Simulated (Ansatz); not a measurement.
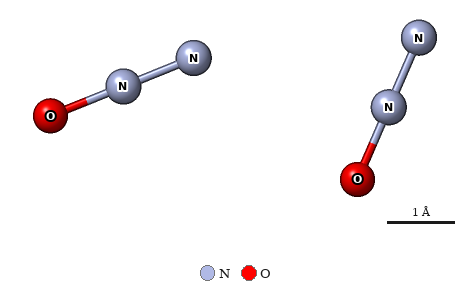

*The input geometry (ball-and-stick view, seen on its broad side).*

Bond lengths as drawn: N–N 1.15 Å and N–O 1.19 Å.

## Geometry relaxation, with input and output: N$_{4}$O$_{2}$ (part 1 of 2)

- system: N$_{4}$O$_{2}$, SMILES [N-]=[N+]=O.[N-]=[N+]=O
- method: RKS PBE0-D4/def2-TZVPP (Ansatz 0.2.0)

## Input
```yaml
crystal:
  periodic: [false, false, false]
  atoms:
    - { symbol: "N", position_ang: [0.62090774, 0.88109236, 0.18941031] }
    - { symbol: "N", position_ang: [1.05468717, 1.53003143, -0.64912697] }
    - { symbol: O, position_ang: [1.50503201, 2.20361314, -1.51550653] }
    - { symbol: "N", position_ang: [-1.04435804, -1.55612147, 1.90445576] }
    - { symbol: "N", position_ang: [-1.07954798, -1.56930362, 0.75994651] }
    - { symbol: O, position_ang: [-1.1164609, -1.58358183, -0.42690908] }
basis:
  gaussian: { orbitals: def2-TZVPP }
hamiltonian:
  xc: pbe0
  dispersion: d4
relax:
  f_tol: 0.002
  max_steps: 150
```

Command:
```bash
ansatz run input.yaml --threads 4 --pin off --max-ram 10240MiB --backend cpu --events-out ev --progress --plain --runs-dir out
```

## The program's output
```
The last accepted step is kept in [file] (removed where the run ends without a failure and the disk answers)
Engine: ansatz 0.2.0, x86_64-unknown-linux-gnu
Functional definition: PBE0
  parameter a = 0.25
  parameter kappa = 0.804
  parameter beta = 0.06672455060314922
  exchange = (1 - a)*pbe_x(kappa = kappa, mu = beta*pi^2/3) + a*exact_x
  correlation = pbe_c(beta = beta)
922 factors; their error is unknown
mean field evaluation 1: about -10039.5870 eV, gradient 4.9e1 eV
mean field evaluation 2: about -10034.2539 eV, gradient 7.4e1 eV
mean field evaluation 4: about -10043.1352 eV, gradient 1.1e1 eV
mean field evaluation 8: about -10043.3367 eV, gradient 2.4e-1 eV
mean field evaluation 16: about -10043.3895 eV, gradient 1.2e-3 eV
mean field -10043.38952228 eV, -369.0877572898 hartree, gradient 6.2e-5 eV, S^2 0.000000; 0 other end points of the search recorded, 0 dependent functions left out
the calculation of the forces begins
reference -10043.38954511 eV, -369.0877581289 hartree; 22, 22 occupied and 164, 164 virtual orbitals, 922 factors
relax step   1: F+E_penalty+E_count = -10043.45964056 eV  Δ(F+E_penalty+E_count) = +0.000e0 eV  max|allowed force component| = 3.319e0 eV/Å  Δτ_max = 0.0000 Å  (32 SCF iters, accepted)
these checks for a lower state are left out or cut short: starts, cluster_reference, orbital_swaps, neighbouring_geometries, increment
922 factors; their error is unknown
mean field -10043.50583747 eV, -369.0920317942 hartree, gradient 2.0e-5 eV, S^2 0.000000; 0 other end points of the search recorded, 0 dependent functions left out
[... from here on the field's lines of each further geometry are left out, up to the last ...]
relax step   2: F+E_penalty+E_count = -10043.57178837 eV  Δ(F+E_penalty+E_count) = -1.121e-1 eV  max|allowed force component| = 1.722e-1 eV/Å  Δτ_max = 0.1429 Å  (34 SCF iters, accepted)
relax step   3: F+E_penalty+E_count = -10043.57343852 eV  Δ(F+E_penalty+E_count) = -1.650e-3 eV  max|allowed force component| = 1.042e-1 eV/Å  Δτ_max = 0.0622 Å  (35 SCF iters, accepted)
relax step   4: F+E_penalty+E_count = -10043.57351159 eV  Δ(F+E_penalty+E_count) = -7.307e-5 eV  max|allowed force component| = 1.215e-2 eV/Å  Δτ_max = 0.0034 Å  (36 SCF iters, accepted)
relax step   5: F+E_penalty+E_count = -10043.57352184 eV  Δ(F+E_penalty+E_count) = -1.024e-5 eV  max|allowed force component| = 7.496e-3 eV/Å  Δτ_max = 0.0029 Å  (36 SCF iters, accepted)
relax step   6: F+E_penalty+E_count = -10043.57354701 eV  Δ(F+E_penalty+E_count) = -2.517e-5 eV  max|allowed force component| = 2.100e-2 eV/Å  Δτ_max = 0.0110 Å  (35 SCF iters, accepted)
relax step   7: F+E_penalty+E_count = -10043.57350174 eV  Δ(F+E_penalty+E_count) = +4.527e-5 eV  max|allowed force component| = 1.484e-1 eV/Å  Δτ_max = 0.0547 Å  (32 SCF iters, rejected (line search))
relax step   8: F+E_penalty+E_count = -10043.57361625 eV  Δ(F+E_penalty+E_count) = -6.924e-5 eV  max|allowed force component| = 3.116e-2 eV/Å  Δτ_max = 0.0267 Å  (34 SCF iters, accepted)
relax step   9: F+E_penalty+E_count = -10043.57315784 eV  Δ(F+E_penalty+E_count) = +4.584e-4 eV  max|allowed force component| = 2.572e-1 eV/Å  Δτ_max = 0.0658 Å  (33 SCF iters, rejected (line search))
relax step  10: F+E_penalty+E_count = -10043.57366046 eV  Δ(F+E_penalty+E_count) = -4.421e-5 eV  max|allowed force component| = 1.343e-3 eV/Å  Δτ_max = 0.0109 Å  (34 SCF iters, accepted)
relax step  11: F+E_penalty+E_count = -10043.57374759 eV  Δ(F+E_penalty+E_count) = -8.714e-5 eV  max|allowed force component| = 6.347e-2 eV/Å  Δτ_max = 0.0499 Å  (34 SCF iters, accepted)
relax step  12: F+E_penalty+E_count = -10043.57381004 eV  Δ(F+E_penalty+E_count) = -6.245e-5 eV  max|allowed force component| = 5.198e-2 eV/Å  Δτ_max = 0.0190 Å  (34 SCF iters, accepted)
relax step  13: F+E_penalty+E_count = -10043.57391670 eV  Δ(F+E_penalty+E_count) = -1.067e-4 eV  max|allowed force component| = 4.516e-2 eV/Å  Δτ_max = 0.0252 Å  (34 SCF iters, accepted)
relax step  14: F+E_penalty+E_count = -10043.57401527 eV  Δ(F+E_penalty+E_count) = -9.857e-5 eV  max|allowed force component| = 1.090e-1 eV/Å  Δτ_max = 0.0556 Å  (34 SCF iters, accepted)
relax step  15: F+E_penalty+E_count = -10043.57413385 eV  Δ(F+E_penalty+E_count) = -1.186e-4 eV  max|allowed force component| = 5.985e-2 eV/Å  Δτ_max = 0.0098 Å  (35 SCF iters, accepted)
relax step  16: F+E_penalty+E_count = -10043.57427126 eV  Δ(F+E_penalty+E_count) = -1.374e-4 eV  max|allowed force component| = 3.418e-2 eV/Å  Δτ_max = 0.0291 Å  (34 SCF iters, accepted)
relax step  17: F+E_penalty+E_count = -10043.57320667 eV  Δ(F+E_penalty+E_count) = +1.065e-3 eV  max|allowed force component| = 4.106e-1 eV/Å  Δτ_max = 0.1081 Å  (41 SCF iters, rejected (line search))
relax step  18: F+E_penalty+E_count = -10043.57446084 eV  Δ(F+E_penalty+E_count) = -1.896e-4 eV  max|allowed force component| = 6.619e-2 eV/Å  Δτ_max = 0.0527 Å  (32 SCF iters, accepted)
relax step  19: F+E_penalty+E_count = -10043.57427706 eV  Δ(F+E_penalty+E_count) = +1.838e-4 eV  max|allowed force component| = 2.216e-1 eV/Å  Δτ_max = 0.0604 Å  (33 SCF iters, rejected (line search))
relax step  20: F+E_penalty+E_count = -10043.57458515 eV  Δ(F+E_penalty+E_count) = -1.243e-4 eV  max|allowed force component| = 5.920e-2 eV/Å  Δτ_max = 0.0294 Å  (35 SCF iters, accepted)
relax step  21: F+E_penalty+E_count = -10043.57466651 eV  Δ(F+E_penalty+E_count) = -8.136e-5 eV  max|allowed force component| = 1.369e-1 eV/Å  Δτ_max = 0.0486 Å  (34 SCF iters, accepted)
relax step  22: F+E_penalty+E_count = -10043.57483259 eV  Δ(F+E_penalty+E_count) = -1.661e-4 eV  max|allowed force component| = 7.052e-2 eV/Å  Δτ_max = 0.0095 Å  (35 SCF iters, accepted)
relax step  23: F+E_penalty+E_count = -10043.57484958 eV  Δ(F+E_penalty+E_count) = -1.699e-5 eV  max|allowed force component| = 6.618e-2 eV/Å  Δτ_max = 0.0039 Å  (34 SCF iters, accepted)
relax step  24: F+E_penalty+E_count = -10043.57506346 eV  Δ(F+E_penalty+E_count) = -2.139e-4 eV  max|allowed force component| = 5.486e-2 eV/Å  Δτ_max = 0.0438 Å  (33 SCF iters, accepted)
relax step  25: F+E_penalty+E_count = -10043.55836831 eV  Δ(F+E_penalty+E_count) = +1.670e-2 eV  max|allowed force component| = 1.512e0 eV/Å  Δτ_max = 0.0181 Å  (34 SCF iters, rejected (line search))
relax step  26: F+E_penalty+E_count = -10043.57512628 eV  Δ(F+E_penalty+E_count) = -6.282e-5 eV  max|allowed force component| = 9.876e-3 eV/Å  Δτ_max = 0.0086 Å  (34 SCF iters, accepted)
relax step  27: F+E_penalty+E_count = -10043.57492328 eV  Δ(F+E_penalty+E_count) = +2.030e-4 eV  max|allowed force component| = 3.169e-1 eV/Å  Δτ_max = 0.0985 Å  (32 SCF iters, rejected (line search))
relax step  28: F+E_penalty+E_count = -10043.55434039 eV  Δ(F+E_penalty+E_count) = +2.079e-2 eV  max|allowed force component| = 2.265e0 eV/Å  Δτ_max = 0.0258 Å  (34 SCF iters, rejected (line search))
relax step  29: F+E_penalty+E_count = -10043.57518812 eV  Δ(F+E_penalty+E_count) = -6.184e-5 eV  max|allowed force component| = 8.007e-3 eV/Å  Δτ_max = 0.0129 Å  (34 SCF iters, accepted)
relax step  30: F+E_penalty+E_count = -10043.57537143 eV  Δ(F+E_penalty+E_count) = -1.833e-4 eV  max|allowed force component| = 9.402e-2 eV/Å  Δτ_max = 0.0476 Å  (35 SCF iters, accepted)
relax step  31: F+E_penalty+E_count = -10043.57538309 eV  Δ(F+E_penalty+E_count) = -1.166e-5 eV  max|allowed force component| = 2.343e-1 eV/Å  Δτ_max = 0.0747 Å  (32 SCF iters, accepted)
relax step  32: F+E_penalty+E_count = -10043.57574166 eV  Δ(F+E_penalty+E_count) = -3.586e-4 eV  max|allowed force component| = 9.380e-2 eV/Å  Δτ_max = 0.0273 Å  (33 SCF iters, accepted)
relax step  33: F+E_penalty+E_count = -10043.57592626 eV  Δ(F+E_penalty+E_count) = -1.846e-4 eV  max|allowed force component| = 5.206e-2 eV/Å  Δτ_max = 0.0307 Å  (33 SCF iters, accepted)
relax step  34: F+E_penalty+E_count = -10043.57605847 eV  Δ(F+E_penalty+E_count) = -1.322e-4 eV  max|allowed force component| = 1.461e-2 eV/Å  Δτ_max = 0.0303 Å  (34 SCF iters, accepted)
relax step  35: F+E_penalty+E_count = -10043.56908751 eV  Δ(F+E_penalty+E_count) = +6.971e-3 eV  max|allowed force component| = 9.742e-1 eV/Å  Δτ_max = 0.1571 Å  (40 SCF iters, rejected (line search))
relax step  36: F+E_penalty+E_count = -10043.57615845 eV  Δ(F+E_penalty+E_count) = -9.999e-5 eV  max|allowed force component| = 6.278e-2 eV/Å  Δτ_max = 0.0322 Å  (34 SCF iters, accepted)
relax step  37: F+E_penalty+E_count = -10043.57621446 eV  Δ(F+E_penalty+E_count) = -5.600e-5 eV  max|allowed force component| = 9.742e-2 eV/Å  Δτ_max = 0.0385 Å  (35 SCF iters, accepted)
relax step  38: F+E_penalty+E_count = -10043.57631622 eV  Δ(F+E_penalty+E_count) = -1.018e-4 eV  max|allowed force component| = 4.024e-2 eV/Å  Δτ_max = 0.0140 Å  (33 SCF iters, accepted)
relax step  39: F+E_penalty+E_count = -10043.57637502 eV  Δ(F+E_penalty+E_count) = -5.880e-5 eV  max|allowed force component| = 2.802e-2 eV/Å  Δτ_max = 0.0201 Å  (34 SCF iters, accepted)
relax step  40: F+E_penalty+E_count = -10043.57641008 eV  Δ(F+E_penalty+E_count) = -3.506e-5 eV  max|allowed force component| = 1.137e-2 eV/Å  Δτ_max = 0.0202 Å  (33 SCF iters, accepted)
relax step  41: F+E_penalty+E_count = -10043.57641627 eV  Δ(F+E_penalty+E_count) = -6.189e-6 eV  max|allowed force component| = 2.495e-2 eV/Å  Δτ_max = 0.0197 Å  (34 SCF iters, accepted)
relax step  42: F+E_penalty+E_count = -10043.57642045 eV  Δ(F+E_penalty+E_count) = -4.179e-6 eV  max|allowed force component| = 6.196e-3 eV/Å  Δτ_max = 0.0052 Å  (35 SCF iters, accepted)
the calculation of the forces begins
reference -10043.50260658 eV, -369.0919130611 hartree; 22, 22 occupied and 164, 164 virtual orbitals, 922 factors
relax step  43: F+E_penalty+E_count = -10043.57642090 eV  Δ(F+E_penalty+E_count) = -4.566e-7 eV  max|allowed force component| = 1.434e-3 eV/Å  Δτ_max = 0.0009 Å  (34 SCF iters, accepted)
922 factors; their error is unknown
mean field evaluation 320: about -10043.5026 eV, gradient 1.3e-4 eV
```

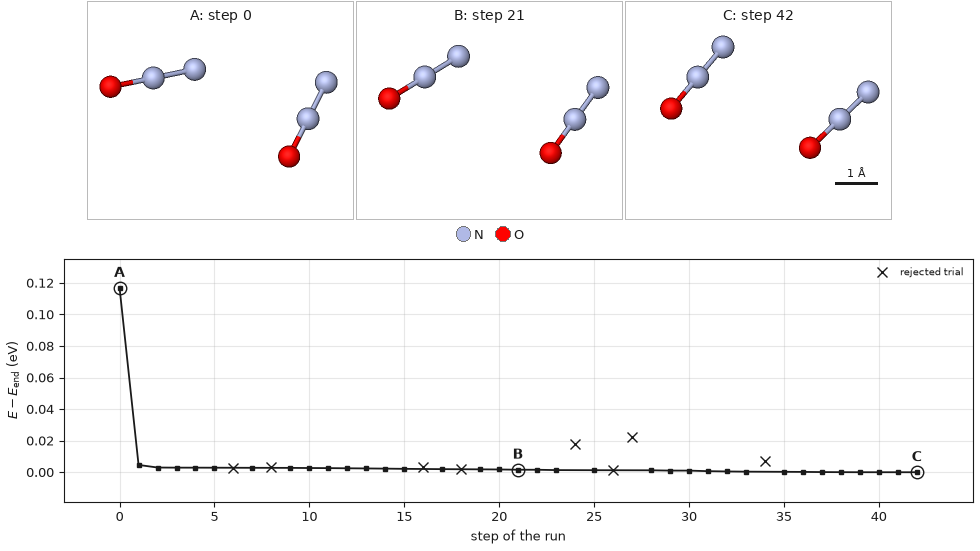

*Frames of the relaxation (ball-and-stick view, seen at a tilt) above the curves, on which the letters mark them (the first geometry is step 0 here and step 1 in the log).*

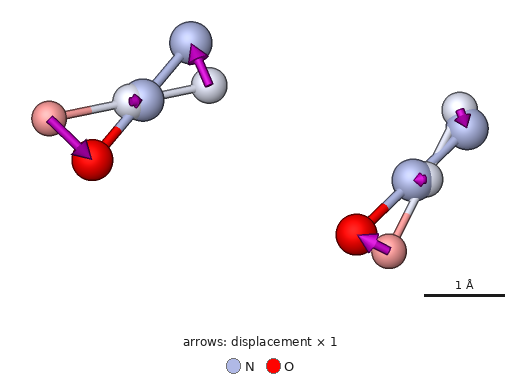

*Start (faint) and end (solid) with the displacements as pink arrows, at true length (ball-and-stick view, seen at a tilt). The two geometries are laid on each other by the best rigid fit.*

The largest move after the best rigid fit is that of O3, 0.75 Å. Largest moves by element: O 0.75 Å, N 0.60 Å. Distances before and after: N1–N2 1.146 → 1.118 Å, N2–O3 1.186 → 1.173 Å, N5–O6 1.188 → 1.176 Å. After 42 geometry steps the energy has fallen by 0.117 eV. The largest force component goes from 3.3 to 0.0014 eV/Å. The line search rejected the trial steps at points 6, 8, 16, 18, 24, 26, 27, 34 (counted from 0) and went back. (Atoms are counted from 1 in the order of the input.)

```
mean field -10043.50258336 eV, -369.0919122080 hartree, gradient 1.7e-5 eV, S^2 0.000000; 1 other end points of the search recorded, 0 dependent functions left out
the calculation of the forces begins
reference -10043.50260658 eV, -369.0919130611 hartree; 22, 22 occupied and 164, 164 virtual orbitals, 922 factors
Total energy: -10043.57644412 eV, -369.0946265407 hartree
Atom 0 at     0.891302     1.256173     0.574297 Å, force     0.000533     0.000755     0.000258 eV/Å
Atom 1 at     0.984674     1.425969    -0.527188 Å, force    -0.001007    -0.001434    -0.000312 eV/Å
Atom 2 at     1.083034     1.604658    -1.682098 Å, force     0.000492     0.000702     0.000069 eV/Å
Atom 3 at    -1.159100    -1.715099     1.729710 Å, force     0.000372     0.000512     0.000279 eV/Å
Atom 4 at    -1.008723    -1.464518     0.651331 Å, force    -0.000742    -0.001023    -0.000474 eV/Å
Atom 5 at    -0.850926    -1.201452    -0.483781 Å, force     0.000353     0.000488     0.000180 eV/Å
Dipole moment:    -0.003488    -0.005201     0.006420 e Å
```

## Trajectory as extended XYZ (Å, eV, eV/Å), 43 frames, from step=1 to step=43
```
6
Properties=species:S:1:pos:R:3:forces:R:3 step=1 energy=-10043.45964
N     0.6209    0.8811    0.1894    1.2832   1.9180  -2.4286
N     1.0547    1.5300   -0.6491   -0.7815  -1.1696   1.5246
O     1.5050    2.2036   -1.5155   -0.4739  -0.7086   0.9049
N    -1.0444   -1.5561    1.9045   -0.1025  -0.0389  -3.3192
N    -1.0795   -1.5693    0.7599    0.0498   0.0034   2.0894
O    -1.1165   -1.5836   -0.4269    0.0249  -0.0042   1.2289
6
Properties=species:S:1:pos:R:3:forces:R:3 step=2 energy=-10043.57179
N     0.7018    0.9974    0.1707    0.0193   0.0298  -0.0646
N     1.1105    1.6105   -0.6709    0.0462   0.0688  -0.0814
O     1.5415    2.2570   -1.5534   -0.0767  -0.1147   0.1487
N    -1.0905   -1.6223    1.9081   -0.0034  -0.0032  -0.0522
N    -1.1370   -1.6525    0.7916    0.0056   0.0119  -0.1228
O    -1.1860   -1.6845   -0.3839    0.0091   0.0074   0.1722
6
Properties=species:S:1:pos:R:3:forces:R:3 step=3 energy=-10043.57344
N     0.6674    0.9478    0.1827   -0.0247  -0.0369   0.0483
N     1.0790    1.5649   -0.6531    0.0463   0.0690  -0.0822
O     1.5127    2.2151   -1.5291   -0.0210  -0.0312   0.0350
N    -1.0614   -1.5800    1.8891    0.0014  -0.0004   0.0738
N    -1.1054   -1.6067    0.7733   -0.0012   0.0016  -0.1042
O    -1.1520   -1.6352   -0.4007   -0.0008  -0.0021   0.0294
6
Properties=species:S:1:pos:R:3:forces:R:3 step=4 energy=-10043.57351
N     0.6689    0.9500    0.1848   -0.0012  -0.0017   0.0002
N     1.0797    1.5659   -0.6530    0.0083   0.0122  -0.0072
O     1.5122    2.2143   -1.5303   -0.0070  -0.0103   0.0078
N    -1.0615   -1.5802    1.8890   -0.0014  -0.0020  -0.0007
N    -1.1060   -1.6075    0.7727    0.0022   0.0034  -0.0092
O    -1.1531   -1.6368   -0.4009   -0.0010  -0.0016   0.0092
6
Properties=species:S:1:pos:R:3:forces:R:3 step=5 energy=-10043.57352
N     0.6698    0.9513    0.1873    0.0012   0.0018  -0.0042
N     1.0795    1.5657   -0.6522    0.0002   0.0000   0.0075
O     1.5107    2.2121   -1.5314   -0.0013  -0.0018  -0.0028
N    -1.0612   -1.5798    1.8883   -0.0015  -0.0019  -0.0057
N    -1.1057   -1.6071    0.7719    0.0023   0.0030   0.0064
O    -1.1529   -1.6365   -0.4016   -0.0009  -0.0012  -0.0012
6
Properties=species:S:1:pos:R:3:forces:R:3 step=6 energy=-10043.57355
N     0.6728    0.9553    0.1961    0.0053   0.0080  -0.0112
N     1.0783    1.5639   -0.6497   -0.0087  -0.0131   0.0210
O     1.5049    2.2039   -1.5357    0.0033   0.0050  -0.0097
N    -1.0614   -1.5800    1.8860   -0.0011  -0.0013  -0.0087
N    -1.1043   -1.6051    0.7695    0.0014   0.0013   0.0207
O    -1.1501   -1.6323   -0.4040   -0.0002   0.0002  -0.0120
6
Properties=species:S:1:pos:R:3:forces:R:3 step=7 energy=-10043.57350 accepted=F
N     0.6880    0.9761    0.2380    0.0693   0.1040  -0.1484
N     1.0727    1.5555   -0.6393   -0.0475  -0.0709   0.0888
O     1.4763    2.1634   -1.5590   -0.0223  -0.0339   0.0588
N    -1.0676   -1.5889    1.8772    0.0004   0.0020  -0.0464
N    -1.0979   -1.5957    0.7598   -0.0033  -0.0068   0.0684
O    -1.1312   -1.6047   -0.4144    0.0035   0.0056  -0.0212
6
Properties=species:S:1:pos:R:3:forces:R:3 step=8 energy=-10043.57362
N     0.6805    0.9659    0.2158    0.0162   0.0242  -0.0312
N     1.0757    1.5600   -0.6453   -0.0142  -0.0211   0.0249
O     1.4911    2.1844   -1.5477   -0.0023  -0.0036   0.0064
N    -1.0662   -1.5869    1.8825   -0.0002   0.0002  -0.0151
N    -1.1015   -1.6009    0.7655   -0.0008  -0.0018   0.0218
O    -1.1394   -1.6168   -0.4086    0.0013   0.0020  -0.0067
6
Properties=species:S:1:pos:R:3:forces:R:3 step=9 energy=-10043.57316 accepted=F
N     0.6991    0.9916    0.2644    0.1116   0.1681  -0.2572
N     1.0689    1.5500   -0.6339   -0.0495  -0.0739   0.0928
O     1.4569    2.1359   -1.5762   -0.0629  -0.0953   0.1641
N    -1.0763   -1.6015    1.8730    0.0011   0.0045  -0.0895
N    -1.0941   -1.5901    0.7550   -0.0053  -0.0094   0.0585
O    -1.1142   -1.5802   -0.4201    0.0050   0.0060   0.0312
6
Properties=species:S:1:pos:R:3:forces:R:3 step=10 energy=-10043.57366
N     0.6837    0.9703    0.2231   -0.0001  -0.0002   0.0007
N     1.0744    1.5581   -0.6440    0.0005   0.0006   0.0011
O     1.4855    2.1764   -1.5525   -0.0007  -0.0010  -0.0013
N    -1.0692   -1.5912    1.8814   -0.0006  -0.0009   0.0000
N    -1.1003   -1.5993    0.7644    0.0008   0.0011  -0.0002
O    -1.1337   -1.6085   -0.4100    0.0002   0.0003  -0.0002
```
